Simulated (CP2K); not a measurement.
# CH5BF2OSi (SMILES OC(F)(F)B[SiH3]) at PM6

What is the energy difference between two shapes of CH5BF2OSi at PM6? 

The results are computed with CP2K 2026.2.

4 further runs of the same task are left out: 1 that didn't finish, 3 set aside as unsound or not needed.

**1. The structure to begin with**

CH5BF2OSi: 11 atoms, total charge 0, spin state singlet. As SMILES, `OC(F)(F)B[SiH3]`. The shape comes from a force field and isn't a relaxed structure. This is one conformer, not always the lowest.

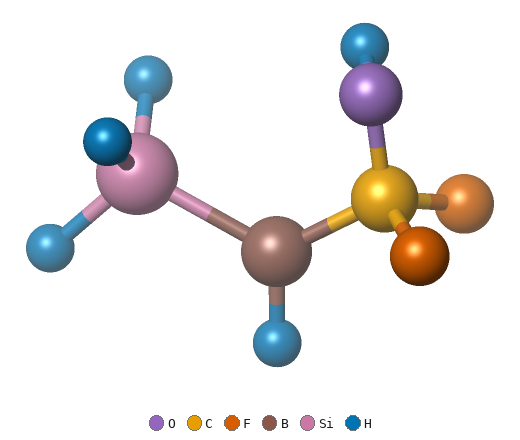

The structure, seen from a chosen angle (oxygen purple, carbon amber, fluorine orange, boron brown, silicon pink, hydrogen blue).

**2. The energy at PM6**

File molecule.inp:

```
&GLOBAL
  PROJECT_NAME molecule
  RUN_TYPE ENERGY
  PRINT_LEVEL MEDIUM
&END
&FORCE_EVAL
  METHOD QUICKSTEP
  &DFT
    &QS
      METHOD PM6
      EPS_DEFAULT 1.0E-10
      &SE
        &COULOMB
          CUTOFF [angstrom] 50
          RC_RANGE [angstrom] 0
        &END
        &EXCHANGE
          CUTOFF [angstrom] 50
          RC_RANGE [angstrom] 0
        &END
      &END
    &END
    &POISSON
      PERIODIC NONE
      POISSON_SOLVER ANALYTIC
    &END
    &SCF
      SCF_GUESS ATOMIC
      EPS_SCF 1.0E-07
      MAX_SCF 30
      &OT
        MINIMIZER DIIS
        PRECONDITIONER FULL_ALL
      &END
      &OUTER_SCF
        EPS_SCF 1.0E-07
        MAX_SCF 5
      &END
    &END
    &PRINT
      &MOMENTS
        PERIODIC F
        REFERENCE COM
        MAX_MOMENT 1
      &END
      &MO_CUBES
        NLUMO 1
        NHOMO -1
        WRITE_CUBE F
      &END
      &HIRSHFELD OFF
      &END
    &END
  &END
  &SUBSYS
    &CELL
      ABC 19.8 20.4 20.3
      PERIODIC NONE
    &END
    &COORD
      O      0.780800    -0.067600    -1.639200
      C      0.743100    -1.027400    -0.670200
      F      2.026300    -1.334500    -0.383600
      F      0.190500    -2.153900    -1.144100
      B      0.025200    -0.545000     0.652700
      Si    -0.742500     1.258300     0.858700
      H     -0.152300    -0.011600    -2.041800
      H     -0.000300    -1.260500     1.582600
      H     -1.316200     1.403500     2.246500
      H      0.314100     2.250000     0.689000
      H     -1.803200     1.431600    -0.130000
    &END
    &TOPOLOGY
      &CENTER_COORDINATES
      &END
    &END
  &END
&END
```

Launch:

```
OMP_NUM_THREADS=1 cp2k.psmp -i molecule.inp > molecule.out 2>&1
```

The log of the run:

```text
CP2K| version string:                                       CP2K version 2026.2
[...]
 GLOBAL| Method name                                                        CP2K
[...]
 GLOBAL| Run type                                                         ENERGY
[...]
                             - Atoms:                                         11
[...]
                             - Spherical basis functions:                     34
[...]
 Number of electrons:                                                         36
[...]
     1 OT DIIS     0.15E+00    0.0     0.26461229       -51.0957049180 -5.11E+01
[...]
     9 OT DIIS     0.15E+00    0.0     0.00000003       -56.9842856688 -2.66E-12
  *** SCF run converged in     9 steps ***
  Core-core repulsion energy [eV]:                           2977.94539515701081
  Core Hamiltonian energy [eV]:                             -2552.44584552550077
  Two-electron integral energy [eV]:                        -3952.24164151298555
  Electronic energy [eV]:                                   -4528.56666628199309
  Total energy [eV]:                                        -1550.62127112498251
  Atomic reference energy [eV]:                              1546.35674215999484
  Heat of formation [kcal/mol]:                               -98.34238196926350
[...]
 SE_DIPOLE| Moment [Debye]          2.61700220      -1.37253863      -0.98278905
 SE_DIPOLE| Derivative [a.u.]       0.00000000       0.00000000       0.00000000
 *** WARNING in qs_scf_post_se.F:140 :: Printing of MO cube files not ***
 *** implemented for Semi-Empirical method.                           ***
 ENERGY| Total FORCE_EVAL ( QS ) energy [hartree]            -56.984285668785517
[...]
```

Wall time 1 s (1 thread of Intel Xeon 6975P-C (Granite Rapids), shared host); peak memory 0.19 GiB.

**3. The distorted shape**

File gas.inp:

```
&GLOBAL
   PROJECT_NAME gas
   RUN_TYPE ENERGY
   PRINT_LEVEL MEDIUM
&END GLOBAL

&FORCE_EVAL
   METHOD QUICKSTEP
   &DFT
      &QS
         METHOD PM6
         EPS_DEFAULT 1.0E-10
         &SE
            &COULOMB
               CUTOFF [angstrom] 50
               RC_RANGE [angstrom] 0
            &END COULOMB
            &EXCHANGE
               CUTOFF [angstrom] 50
               RC_RANGE [angstrom] 0
            &END EXCHANGE
         &END SE
      &END QS
      # cluster boundary conditions
      &POISSON
         PERIODIC NONE
         POISSON_SOLVER ANALYTIC
      &END POISSON
      # SCF settings
      &SCF
         SCF_GUESS ATOMIC
         EPS_SCF 1.0E-07
         MAX_SCF 30
         &OT
            MINIMIZER DIIS
            PRECONDITIONER FULL_ALL
         &END OT
         &OUTER_SCF
            EPS_SCF 1.0E-07
            MAX_SCF 5
         &END OUTER_SCF
      &END SCF
      &PRINT
         &MOMENTS
            PERIODIC F
            REFERENCE COM
            MAX_MOMENT 1
         &END MOMENTS
         &MO_CUBES
            NLUMO 1
            NHOMO -1
            WRITE_CUBE F
         &END MO_CUBES
         &HIRSHFELD OFF
         &END HIRSHFELD
      &END PRINT
   &END DFT
   &SUBSYS
      &CELL
         ABC 19.9 20.4 20.3
         PERIODIC NONE
      &END CELL
      &COORD
         O      0.780136    -0.119247    -1.733221
         C      0.843132    -0.994083    -0.639876
         F      2.084054    -1.337711    -0.430005
         F      0.295214    -2.181039    -1.251050
         B     -0.057784    -0.446030     0.697600
         Si    -0.800674     1.179960     0.861595
         H     -0.132820    -0.074555    -2.094533
         H      0.020961    -1.288276     1.580599
         H     -1.462409     1.328435     2.254158
         H      0.186437     2.226385     0.714260
         H     -1.812769     1.459590    -0.166814
      &END COORD
      &TOPOLOGY
         &CENTER_COORDINATES
         &END CENTER_COORDINATES
      &END TOPOLOGY
   &END SUBSYS
&END FORCE_EVAL
```

Launch:

```
OMP_NUM_THREADS=1 cp2k.psmp -i gas.inp -o gas.out
```

The log of the run:

```text
CP2K| version string:                                       CP2K version 2026.2
[...]
 GLOBAL| Method name                                                        CP2K
[...]
 GLOBAL| Run type                                                         ENERGY
[...]
                             - Atoms:                                         11
[...]
                             - Spherical basis functions:                     34
[...]
 Number of electrons:                                                         36
[...]
     1 OT DIIS     0.15E+00    0.0     0.26199489       -51.0631165871 -5.11E+01
[...]
     9 OT DIIS     0.15E+00    0.0     0.00000004       -56.9560651889 -2.06E-12
  *** SCF run converged in     9 steps ***
  Core-core repulsion energy [eV]:                           2943.62782068625984
  Core Hamiltonian energy [eV]:                             -2555.23173108209085
  Two-electron integral energy [eV]:                        -3876.49888483405630
  Electronic energy [eV]:                                   -4493.48117349911900
  Total energy [eV]:                                        -1549.85335281285916
  Atomic reference energy [eV]:                              1546.35674215999484
  Heat of formation [kcal/mol]:                               -80.63376359850226
[...]
 SE_DIPOLE| Moment [Debye]          2.52351758      -1.67341526      -2.14375746
 SE_DIPOLE| Derivative [a.u.]       0.00000000       0.00000000       0.00000000
 *** WARNING in qs_scf_post_se.F:140 :: Printing of MO cube files not ***
 *** implemented for Semi-Empirical method.                           ***
 ENERGY| Total FORCE_EVAL ( QS ) energy [hartree]            -56.956065188850673
[...]
```

Wall time 1.1 s (1 thread of Intel Xeon 6975P-C (Granite Rapids), shared host); peak memory 0.18 GiB.

**4. Summary of results**

At PM6:

| quantity | value |
| --- | --- |
| first shape: total energy | -56.98429 Eh |
| first shape: dipole moment | 3.11 D |
| first shape: heat of formation | -98.3 kcal/mol |
| distorted shape: total energy | -56.95607 Eh |
| distorted shape: dipole moment | 3.71 D |
| distorted shape: heat of formation | -80.6 kcal/mol |
| energy change with the atoms displaced | 0.768 eV |

In words: With the atoms displaced the energy rises by 0.77 eV (74.1 kJ/mol). The first shape isn't relaxed at this level, so the change isn't measured from a minimum.
